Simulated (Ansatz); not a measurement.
**CH3ClF2Si: molecular dynamics**

Purpose: to follow the molecule's vibrations and see whether its bonds hold. The start is relaxed first. Runs: 40 steps of 4 fs under a Langevin thermostat at 300 K; 109 steps of 0.5 fs under a Langevin thermostat at 300 K. SMILES of the start: C[Si](F)(F)Cl.

All numbers below are computed with Ansatz 0.2.0 (RKS PBE0-D4/6-31G).

## 1. The starting structure

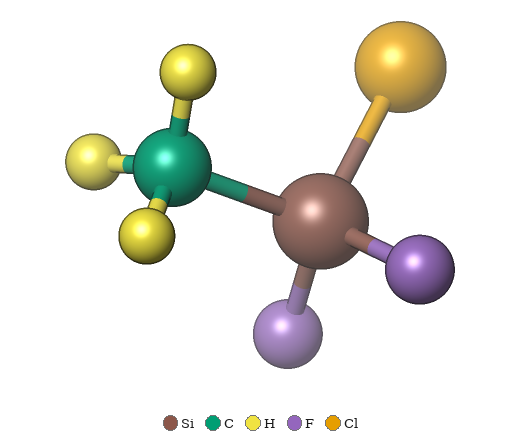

The starting structure, seen from a chosen angle (silicon brown, carbon teal, hydrogen yellow, fluorine purple, chlorine amber).

Structure file:

```xyz
8

Si    0.0000    0.0000    0.0000
C     0.0000    0.0000    1.8700
H    -0.9996   -0.3092    2.2405
H     0.7676   -0.7111    2.2405
H     0.2320    1.0203    2.2405
F     1.4994    0.0000   -0.5295
Cl   -1.0032    1.7381   -0.7093
F    -0.7489   -1.2974   -0.5295
```

## 2. Relaxing the start

Contents of input.yaml:

```yaml
crystal:
  periodic: [false, false, false]
  atoms:
    - { symbol: Si, position_ang: [0.0, 0.0, 0.0] }
    - { symbol: C, position_ang: [0.0, 0.0, 1.87] }
    - { symbol: H, position_ang: [-0.9996, -0.3092, 2.2405] }
    - { symbol: H, position_ang: [0.7676, -0.7111, 2.2405] }
    - { symbol: H, position_ang: [0.232, 1.0203, 2.2405] }
    - { symbol: F, position_ang: [1.4994, 0.0, -0.5295] }
    - { symbol: Cl, position_ang: [-1.0032, 1.7381, -0.7093] }
    - { symbol: F, position_ang: [-0.7489, -1.2974, -0.5295] }
basis:
  gaussian: { orbitals: "6-31G" }
hamiltonian:
  xc: pbe0
  dispersion: d4
relax:
  f_tol: 0.02
  max_steps: 40
```

Started as:

```sh
ansatz run input.yaml --threads 1 --pin off --max-ram 2048MiB --backend cpu --events-out ev --progress --plain --runs-dir out
```

Output (excerpt; [...] marks lines left out):

```text
Warning: RAYON_NUM_THREADS=1 ignored (pool sized by the plan → 1); use --threads N
[...]
Functional definition: PBE0
[...]
724 factors; integrals over basis functions are off by at most 1.7e-4 eV
[...]
mean field -26906.35915370 eV, -988.7904611132 hartree, gradient 3.6e-5 eV, S^2 0.000000; 0 other end points of the search recorded, 0 dependent functions left out
[...]
reference -26906.35917766 eV, -988.7904619938 hartree; 29, 29 occupied and 30, 30 virtual orbitals, 724 factors
relax step   1: F+E_penalty+E_count = -26906.51392711 eV  Δ(F+E_penalty+E_count) = +0.000e0 eV  max|allowed force component| = 3.029e0 eV/Å  Δτ_max = 0.0000 Å  (22 SCF iters, accepted)
[...]
relax step   7: F+E_penalty+E_count = -26906.83822799 eV  Δ(F+E_penalty+E_count) = -3.869e-4 eV  max|allowed force component| = 2.370e-2 eV/Å  Δτ_max = 0.0065 Å  (21 SCF iters, accepted)
[...]
relax step   8: F+E_penalty+E_count = -26906.83831127 eV  Δ(F+E_penalty+E_count) = -8.328e-5 eV  max|allowed force component| = 4.795e-3 eV/Å  Δτ_max = 0.0071 Å  (21 SCF iters, accepted)
724 factors; integrals over basis functions are off by at most 1.6e-4 eV
[...]
mean field -26906.68544168 eV, -988.8024519752 hartree, gradient 2.3e-5 eV, S^2 0.000000; 1 other end points of the search recorded, 0 dependent functions left out
[...]
reference -26906.68546587 eV, -988.8024528641 hartree; 29, 29 occupied and 30, 30 virtual orbitals, 724 factors
Total energy: -26906.83833546 eV, -988.8080707179 hartree
Atom 0 at    -0.005676     0.024273     0.038000 Å, force    -0.000339     0.000481     0.004795 eV/Å
Atom 1 at    -0.002801     0.004648     1.898517 Å, force    -0.000449    -0.001106     0.000043 eV/Å
Atom 2 at    -1.024242    -0.087326     2.276167 Å, force    -0.002625     0.000110     0.001491 eV/Å
Atom 3 at     0.585609    -0.841318     2.264076 Å, force     0.000217    -0.000807     0.000425 eV/Å
Atom 4 at     0.432036     0.929750     2.285117 Å, force     0.002282     0.002029     0.000912 eV/Å
Atom 5 at     1.544703     0.128045    -0.590650 Å, force     0.000465     0.000613    -0.003004 eV/Å
Atom 6 at    -1.128309     1.665031    -0.745241 Å, force     0.000375    -0.001341    -0.001619 eV/Å
Atom 7 at    -0.654019    -1.382404    -0.602788 Å, force     0.000075     0.000020    -0.003044 eV/Å
Dipole moment:     0.004800    -0.013547     0.793783 e Å
```

It took 31 s on 1 thread of Arm Neoverse V1, shared host; peak memory 0.15 GiB.

Step by step:

```
step  energy from step 1 (eV)  largest force component (eV/Å)
   1                   0.0000                          3.0289
   2                  -0.2312                          1.4982
   3                  -0.3160                          0.3150
   4                  -0.3205                          0.0469
   5                  -0.3226                          0.2678
   6                  -0.3239                          0.0575
   7                  -0.3243                          0.0237
   8                  -0.3244                          0.0048
```

Step 1 is the start.

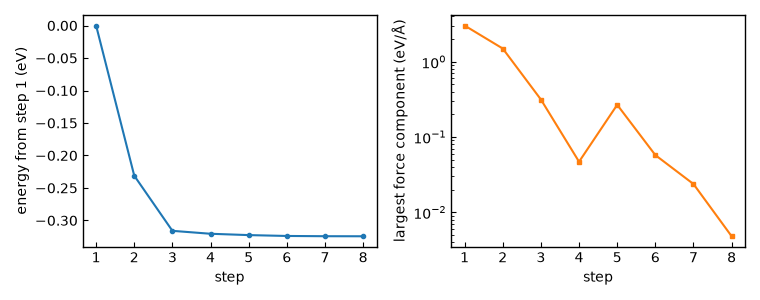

Energy and largest force along the relaxation.

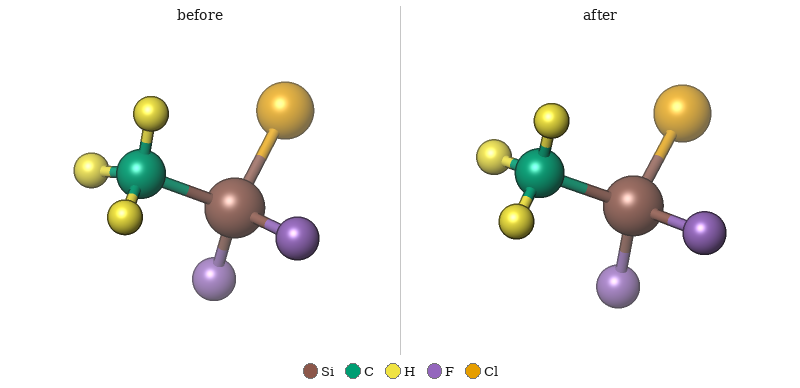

Before and after, at one scale.

After: Bond lengths: Si1–C2 1.861 Å, C2–H3 1.093 Å, C2–H4 1.093 Å, C2–H5 1.093 Å, Si1–F6 1.676 Å, Si1–Cl7 2.137 Å, Si1–F8 1.676 Å. Angles: Si1–C2–H3 110.2°, Si1–C2–H4 110.1°, Si1–C2–H5 110.2°, H3–C2–H4 108.8°, H3–C2–H5 108.7°, H4–C2–H5 108.8°, C2–Si1–F6 112.0°, C2–Si1–Cl7 112.1°, C2–Si1–F8 112.0°, F6–Si1–Cl7 107.5°, F6–Si1–F8 105.4°, Cl7–Si1–F8 107.5°.

## 3. Run 1

40 steps of 4 fs under a Langevin thermostat at 300 K, from the relaxed start.

Contents of input.yaml:

```yaml
crystal:
  periodic: [false, false, false]
  atoms:
    - { symbol: Si, position_ang: [-0.005676, 0.024273, 0.038] }
    - { symbol: C, position_ang: [-0.002801, 0.004648, 1.898517] }
    - { symbol: H, position_ang: [-1.024242, -0.087326, 2.276167] }
    - { symbol: H, position_ang: [0.585609, -0.841318, 2.264076] }
    - { symbol: H, position_ang: [0.432036, 0.92975, 2.285117] }
    - { symbol: F, position_ang: [1.544703, 0.128045, -0.59065] }
    - { symbol: Cl, position_ang: [-1.128309, 1.665031, -0.745241] }
    - { symbol: F, position_ang: [-0.654019, -1.382404, -0.602788] }
basis:
  gaussian: { orbitals: "6-31G" }
hamiltonian:
  xc: pbe0
  dispersion: d4
md:
  timestep: 4.0
  n_steps: 40
  ensemble: nvt_langevin
  temperature: 300.0
  initial_velocities: maxwell_boltzmann
  seed: 88486
  friction: 0.02
```

Started as:

```sh
ansatz run input.yaml --threads 1 --pin off --max-ram 2048MiB --backend cpu --events-out ev --progress --plain --runs-dir out
```

Output (excerpt; [...] marks lines left out):

```text
Warning: RAYON_NUM_THREADS=1 ignored (pool sized by the plan → 1); use --threads N
[...]
[... 1 set-up line as earlier in the session ...]
[...]
721 factors; integrals over basis functions are off by at most 1.6e-4 eV
[...]
mean field -26906.68543863 eV, -988.8024518631 hartree, gradient 7.7e-6 eV, S^2 0.000000; 0 other end points of the search recorded, 0 dependent functions left out
[...]
reference -26906.68546287 eV, -988.8024527538 hartree; 29, 29 occupied and 30, 30 virtual orbitals, 721 factors
md step     0: t =     0.00 fs  T =   262.5 K  F+E_penalty+E_count = -26906.83830821 eV  E_kin = 0.271446 eV  (23 SCF iters)
[...]
md step    10: t =    40.00 fs  T = 2413739.4 K  F+E_penalty+E_count = -26880.94190274 eV  E_kin = 2495.999587 eV  (371 SCF iters)
[...]
md step    20: t =    80.00 fs  T = 474958.2 K  F+E_penalty+E_count = -26881.02412250 eV  E_kin = 491.144739 eV  (207 SCF iters)
[...]
md step    40: t =   160.00 fs  T = 21163.1 K  F+E_penalty+E_count = -26881.08340068 eV  E_kin = 21.884337 eV  (1048 SCF iters)
Total energy: -26881.08346715 eV, -987.8615967650 hartree
Atom 0 at    -0.040880     0.193819    -0.030555 Å, force     0.607238    -0.192819    -0.821396 eV/Å
Atom 1 at    27.940549    -7.381619   -24.504376 Å, force    -0.000164     0.000043     0.000150 eV/Å
Atom 2 at  -335.979668    60.948968   315.352505 Å, force     0.000006    -0.000001    -0.000006 eV/Å
Atom 3 at    14.607785    -4.418891     2.261703 Å, force    -0.006169     0.002108    -0.000921 eV/Å
Atom 4 at     7.607252    17.740981    12.927705 Å, force    -0.000049    -0.000321    -0.000222 eV/Å
Atom 5 at     1.530142     0.334480    -0.767460 Å, force    -0.959463    -0.031241     0.459144 eV/Å
Atom 6 at    -1.379003     1.705251    -1.028087 Å, force     0.259555    -0.303682     0.176684 eV/Å
Atom 7 at    -0.525628    -1.362690    -0.572698 Å, force     0.099046     0.525914     0.186566 eV/Å
Dipole moment:    -2.467235     0.552664     3.825569 e Å
```

Run time: 13 min. Hardware: 1 thread of Arm Neoverse V1, shared host; peak memory 0.17 GiB.

## 4. What the atoms did

The trajectory, every 3 steps (energies from step 0):

```
time (fs)    T (K)  potential energy change (meV/atom)
      0.0      262                                 0.0
     12.0     3172                               752.6
     24.0  4563304                              2968.3
     36.0  2827960                              3232.3
     48.0  1752872                              3219.5
     60.0  1080840                              3237.1
     72.0   662166                              3214.1
     84.0   407425                              3226.4
     96.0   250866                              3230.8
    108.0   159141                              3231.4
    120.0    97303                              3231.1
    132.0    58845                              3222.4
    144.0    37358                              3223.3
    156.0    25000                              3217.7
    160.0    21163                              3219.4
```

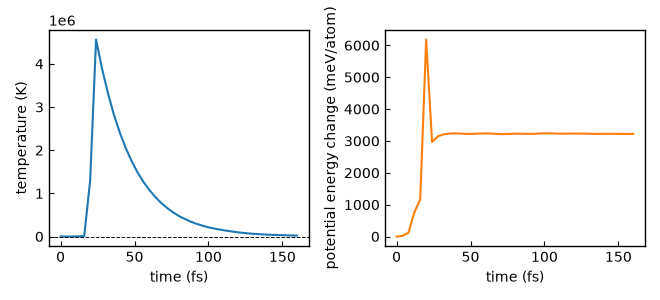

Traces against time; each panel has its own scale. The dashed line is the set temperature.

Bonds that form or break, judged by distance (formed within 1.15 times the sum of covalent radii and held on average over 12 fs, broken when stretched by half; pairs already stretched at the start don't count as bonds):

```
time (fs)    bond   event
     16.0   C2–H4  breaks
     16.0   C2–H5  breaks
     24.0   C2–H3  breaks
     28.0  Si1–C2  breaks
```

Reading of run 1. The run blows up, reaching 4563304 K, so it describes no real motion.

## 5. Run 2

109 steps of 0.5 fs under a Langevin thermostat at 300 K, from the relaxed start. H is given a mass of 2.014 u.

input.yaml, as its differences from that of step 3:

```diff
@@ -17,4 +17,4 @@
 md:
-  timestep: 4.0
-  n_steps: 40
+  timestep: 0.5
+  n_steps: 109
   ensemble: nvt_langevin
@@ -22,3 +22,4 @@
   initial_velocities: maxwell_boltzmann
-  seed: 88486
-  friction: 0.02
+  seed: 894064
+  friction: 0.005
+  masses: [{ species: H, mass: 2.014 }]
```

Started as:

```sh
ansatz run input.yaml --threads 1 --pin off --max-ram 2048MiB --backend cpu --events-out ev --progress --plain --runs-dir out
```

Output (excerpt; [...] marks lines left out):

```text
Warning: RAYON_NUM_THREADS=1 ignored (pool sized by the plan → 1); use --threads N
[...]
[... 1 set-up line as earlier in the session ...]
[...]
721 factors; integrals over basis functions are off by at most 1.6e-4 eV
[...]
mean field -26906.68543863 eV, -988.8024518631 hartree, gradient 7.7e-6 eV, S^2 0.000000; 0 other end points of the search recorded, 0 dependent functions left out
[...]
reference -26906.68546287 eV, -988.8024527538 hartree; 29, 29 occupied and 30, 30 virtual orbitals, 721 factors
md step     0: t =     0.00 fs  T =   262.5 K  F+E_penalty+E_count = -26906.83830821 eV  E_kin = 0.271446 eV  (23 SCF iters)
[...]
md step    13: t =     6.50 fs  T =   175.6 K  F+E_penalty+E_count = -26906.77990163 eV  E_kin = 0.181540 eV  (25 SCF iters)
[...]
md step    26: t =    13.00 fs  T =   182.7 K  F+E_penalty+E_count = -26906.75761547 eV  E_kin = 0.188973 eV  (25 SCF iters)
[...]
md step    39: t =    19.50 fs  T =   174.1 K  F+E_penalty+E_count = -26906.74583175 eV  E_kin = 0.180056 eV  (25 SCF iters)
[...]
md step    52: t =    26.00 fs  T =   166.6 K  F+E_penalty+E_count = -26906.70476265 eV  E_kin = 0.172260 eV  (21 SCF iters)
md step    53: t =    26.50 fs  T =   182.1 K  F+E_penalty+E_count = -26906.71630896 eV  E_kin = 0.188322 eV  (25 SCF iters)
```

## 6. The output, continued: dynamics from the start

The log, continued (excerpt; [...] marks lines left out):

```text
md step    54: t =    27.00 fs  T =   187.3 K  F+E_penalty+E_count = -26906.72842454 eV  E_kin = 0.193709 eV  (25 SCF iters)
[...]
md step    68: t =    34.00 fs  T =   166.6 K  F+E_penalty+E_count = -26906.66434263 eV  E_kin = 0.172272 eV  (25 SCF iters)
[...]
md step    82: t =    41.00 fs  T =   249.9 K  F+E_penalty+E_count = -26906.71648200 eV  E_kin = 0.258463 eV  (24 SCF iters)
[...]
md step    96: t =    48.00 fs  T =   209.4 K  F+E_penalty+E_count = -26906.66442183 eV  E_kin = 0.216499 eV  (23 SCF iters)
[...]
md step   108: t =    54.00 fs  T =   193.6 K  F+E_penalty+E_count = -26906.62215281 eV  E_kin = 0.200234 eV  (22 SCF iters)
[...]
md step   109: t =    54.50 fs  T =   220.1 K  F+E_penalty+E_count = -26906.65314094 eV  E_kin = 0.227638 eV  (23 SCF iters)
Total energy: -26906.65316512 eV, -988.8012658335 hartree
Atom 0 at     0.034143     0.082122    -0.029168 Å, force     0.289298     0.671196    -0.791843 eV/Å
Atom 1 at     0.071241    -0.069894     1.810110 Å, force     1.916592     0.088263    -0.238373 eV/Å
Atom 2 at    -0.928302     0.010985     2.137259 Å, force    -1.288575     0.301217     0.839702 eV/Å
Atom 3 at     0.376938    -1.126652     1.947647 Å, force     0.223615     0.561253     0.504026 eV/Å
Atom 4 at     0.760946     0.688310     2.306234 Å, force    -0.945118    -1.200490    -0.549465 eV/Å
Atom 5 at     1.540720     0.413709    -0.715200 Å, force    -0.228572    -0.325698     0.184157 eV/Å
Atom 6 at    -1.213721     1.621324    -0.836370 Å, force    -0.085974     0.029377     0.127625 eV/Å
Atom 7 at    -0.547968    -1.351665    -0.667735 Å, force     0.118735    -0.125118    -0.075829 eV/Å
Dipole moment:     0.031133    -0.096138     0.818780 e Å
```

Wall time 5.3 min (1 thread of Arm Neoverse V1, shared host); peak memory 0.13 GiB.

## 7. Frames and traces

One step in 8; energies are changes from step 0:

```
time (fs)  T (K)  potential energy change (meV/atom)
      0.0    262                                 0.0
      4.0    151                                12.4
      8.0    146                                11.8
     12.0    152                                14.7
     16.0    180                                12.9
     20.0    191                                 9.3
     24.0    153                                16.3
     28.0    188                                12.0
     32.0     93                                27.1
     36.0    226                                15.7
     40.0    205                                21.1
     44.0    257                                13.8
     48.0    209                                21.7
     52.0    152                                30.0
     54.5    220                                23.1
```

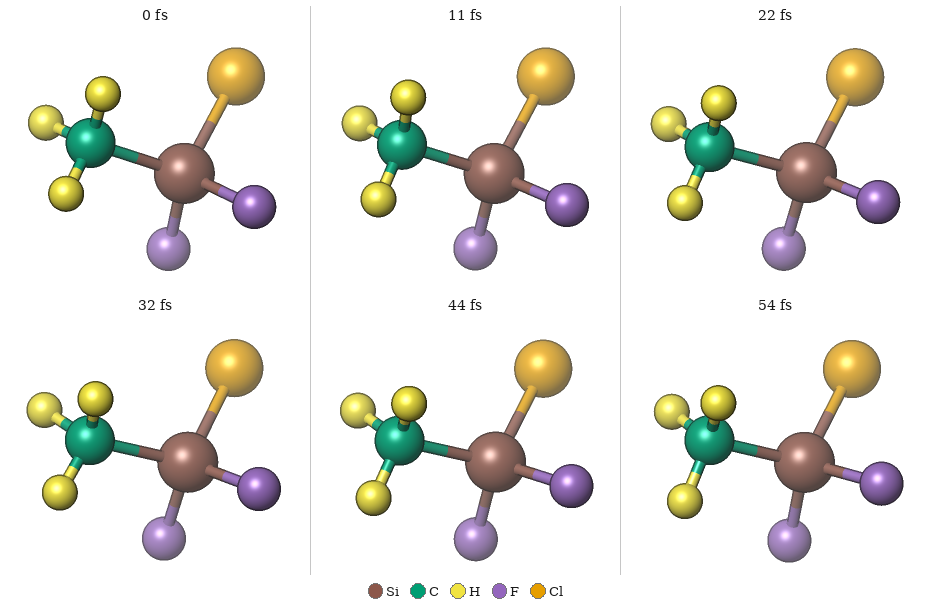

The system at six times, viewed from a chosen angle. Sticks join atoms within a bonding distance in each frame.

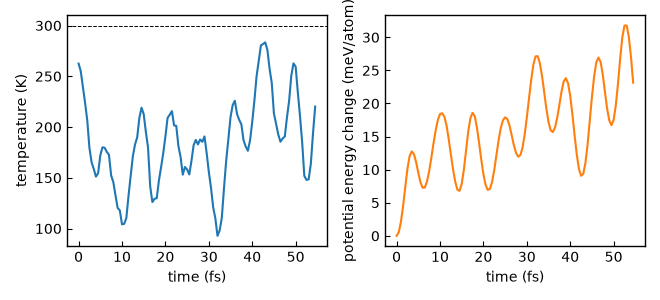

Traces against time; each panel has its own scale. The dashed line is the set temperature.

## 8. Positions and forces

Extended XYZ, with forces in eV/Å:

```xyz
8
time_fs=7.0 T=173 dE=0.0654
Si   -0.005    0.017    0.042    0.665    1.140   -0.945
C     0.002   -0.002    1.857    0.014    0.046    1.476
H    -1.022   -0.067    2.249    0.085   -0.068   -0.137
H     0.537   -0.905    2.178   -0.012    0.081    0.128
H     0.466    0.871    2.359   -0.087   -0.360   -0.570
F     1.555    0.161   -0.611   -0.573   -0.161    0.230
Cl   -1.140    1.663   -0.751    0.079   -0.177    0.051
F    -0.650   -1.384   -0.564   -0.172   -0.502   -0.233
8
time_fs=13.5 T=190 dE=0.0657
Si    0.002    0.032    0.030    0.597    0.763   -0.734
C    -0.004   -0.019    1.861    0.986    0.132    0.429
H    -1.024   -0.077    2.195   -0.554    0.001    0.389
H     0.517   -0.943    2.127   -0.054   -0.070    0.270
H     0.523    0.818    2.361   -0.374   -0.320   -0.425
F     1.564    0.190   -0.625   -0.683   -0.199    0.247
Cl   -1.152    1.659   -0.764    0.068   -0.132    0.019
F    -0.654   -1.392   -0.543    0.014   -0.175   -0.194
8
time_fs=20.5 T=209 dE=0.0617
Si    0.015    0.053    0.002   -0.065   -0.169    0.349
C     0.008   -0.050    1.870   -0.821   -0.158   -0.509
H    -1.065   -0.093    2.183    0.897    0.170    0.039
H     0.488   -0.993    2.126    0.062   -0.159    0.228
H     0.552    0.769    2.328   -0.108    0.203    0.202
F     1.558    0.225   -0.638   -0.136   -0.131   -0.048
Cl   -1.164    1.648   -0.777   -0.025    0.050   -0.056
F    -0.646   -1.399   -0.537    0.196    0.193   -0.204
8
time_fs=27.0 T=187 dE=0.1099
Si    0.022    0.071   -0.024   -0.656   -0.756    1.247
C     0.005   -0.084    1.852    1.318    0.886    0.277
H    -0.998   -0.073    2.229   -0.849    0.061    0.097
H     0.450   -1.040    2.174    0.072    0.326   -0.275
H     0.554    0.769    2.347   -0.427   -0.881   -0.512
F     1.544    0.265   -0.646    0.508   -0.045   -0.326
Cl   -1.172    1.640   -0.788   -0.153    0.250   -0.128
F    -0.631   -1.393   -0.537    0.188    0.159   -0.379
8
time_fs=34.0 T=167 dE=0.1740
Si    0.028    0.082   -0.038   -0.680   -0.685    1.252
C     0.020   -0.100    1.823   -1.668    0.327    0.567
H    -1.018   -0.030    2.272    0.840   -0.188   -0.889
H     0.432   -1.033    2.176    0.248   -0.545   -0.281
H     0.551    0.676    2.318    0.778    0.943    0.334
F     1.544    0.302   -0.661    0.564   -0.034   -0.337
Cl   -1.185    1.631   -0.802   -0.169    0.295   -0.111
F    -0.611   -1.378   -0.546    0.088   -0.112   -0.533
8
time_fs=41.0 T=250 dE=0.1218
Si    0.029    0.081   -0.028    0.143   -0.116    0.007
C     0.016   -0.102    1.809    2.277    0.735    0.795
H    -0.969   -0.021    2.200   -1.044    0.047    0.368
H     0.449   -1.079    2.105   -0.268    0.364   -0.290
H     0.665    0.688    2.303   -0.799   -0.774   -0.531
F     1.557    0.350   -0.685   -0.289   -0.231    0.125
Cl   -1.198    1.625   -0.816   -0.103    0.174   -0.001
F    -0.592   -1.370   -0.575    0.083   -0.199   -0.473
8
time_fs=47.5 T=191 dE=0.1948
Si    0.030    0.078   -0.017    0.483    0.571   -0.931
C     0.057   -0.083    1.817   -2.501   -0.860   -0.811
H    -1.030   -0.007    2.162    1.568   -0.008   -0.102
H     0.411   -1.093    1.978    0.175   -0.294    0.523
H     0.689    0.637    2.233    0.878    1.161    1.112
F     1.557    0.386   -0.707   -0.641   -0.373    0.357
Cl   -1.206    1.623   -0.829   -0.045    0.033    0.111
F    -0.572   -1.359   -0.616    0.083   -0.230   -0.259
8
time_fs=54.5 T=220 dE=0.1852
Si    0.034    0.082   -0.029    0.289    0.671   -0.792
C     0.071   -0.070    1.810    1.917    0.088   -0.238
H    -0.928    0.011    2.137   -1.289    0.301    0.840
H     0.377   -1.127    1.948    0.224    0.561    0.504
H     0.761    0.688    2.306   -0.945   -1.200   -0.549
F     1.541    0.414   -0.715   -0.229   -0.326    0.184
Cl   -1.214    1.621   -0.836   -0.086    0.029    0.128
F    -0.548   -1.352   -0.668    0.119   -0.125   -0.076
```

Reading of run 2. Against a set 300 K the second half averages 198 K with a spread of 47 K; 20 meV/atom has gone into potential energy, and a thermostat that acts over some 200 fs has not made it up in 54 fs. The bonds all hold.

## 9. What came out

| quantity | value |
| --- | --- |
| relaxation of the start | 7 moves, 0.324 eV lower |
| run 1: length | 40 steps of 4 fs |
| run 1: temperature, first and last step | 262 and 21163 K |
| run 1: temperature, second half | mean 149025 K, from 21163 to 474958 K |
| run 1: potential energy, second half | +3226 meV/atom from this run's first step |
| run 1: bonds formed or broken | 4 |
| run 2: length | 109 steps of 0.5 fs |
| run 2: temperature, first and last step | 262 and 220 K |
| run 2: temperature, second half | mean 198 K, from 93 to 283 K |
| run 2: potential energy, second half | +20 meV/atom from this run's first step |
| run 2: bonds formed or broken | 0 |

**Reading.** Mean temperatures of the second halves: none that means anything (unstable run), 198 K. Bonds changed in run 1 (an artefact of the unstable or too long step). 54 fs on 8 atoms is far too short and small for converged averages. The nuclei move classically, without zero-point motion, which matters most for hydrogen. In so small a basis the energies are only a sketch.
